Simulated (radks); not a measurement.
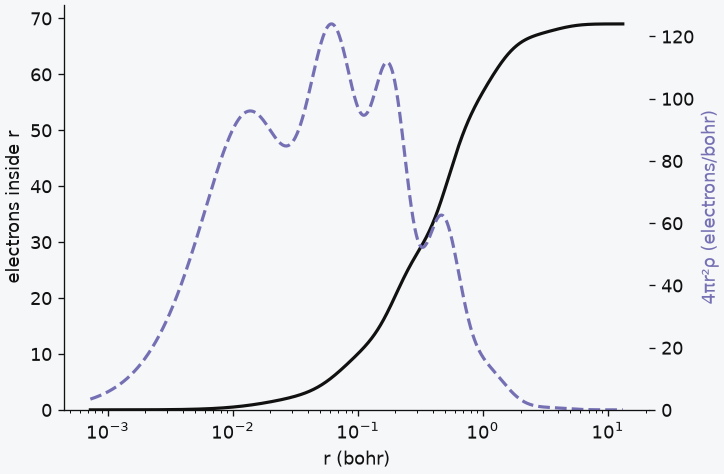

The neutral thulium atom in the configuration [Xe] 4f13 6s2 (4f5/2: 6, 4f7/2: 7). Level of theory: Dirac Kohn-Sham, PBE, spin-unpolarised, spherical densities, finite nucleus. Computed with the in-house radial solver radks.

The plot shows the number of electrons inside radius r (solid) and the radial density 4πr²ρ (dashed).

Q: What does the plot show?

Answer: The count levels off at 69 electrons. Half of them lie within 0.417 bohr, 90 % within 1.41 bohr and 99 % within 4.38 bohr. The radial density has minima at 0.0267, 0.112 and 0.329 bohr, where the count stands at 2.0, 11.1 and 29.6; these part the shells that the density resolves.
